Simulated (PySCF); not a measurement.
SMILES C[Si](C)(C)[Mg][SeH], GFN2-xTB optimised geometry. Atoms within 1.6 Å of the plane z = 1.0 Å (x, y, z in Å): Mg1 (-0.78, 0.16, 0.00), Se2 (-2.41, 2.08, 0.00), H3 (-3.78, 1.72, -0.01), Si4 (1.69, 0.16, 0.00), C6 (2.71, -1.46, -0.03), C7 (2.17, 1.16, 1.57), H12 (2.49, -2.08, 0.84), H13 (3.78, -1.25, -0.03), H14 (1.98, 0.59, 2.47), H15 (1.57, 2.08, 1.62), H16 (3.21, 1.45, 1.57).

Method: B3LYP/def2-TZVP run with PySCF 2.14.0.

Map of the HOMO amplitude (bohr^(-3/2)) on the plane z = 1.0 Å; orbital energy -6.06 eV, overall sign arbitrary:

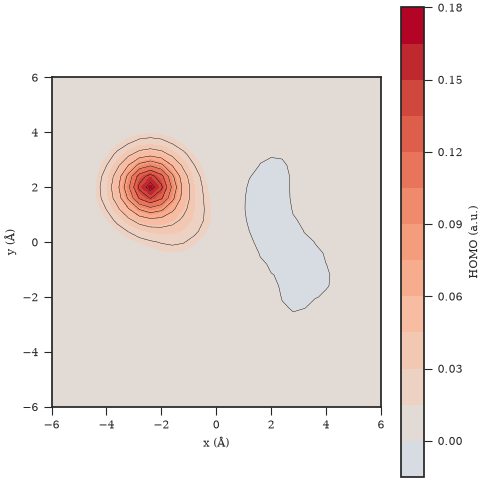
HOMO amplitude (bohr^(-3/2)) on the plane z = 1.0 Å.
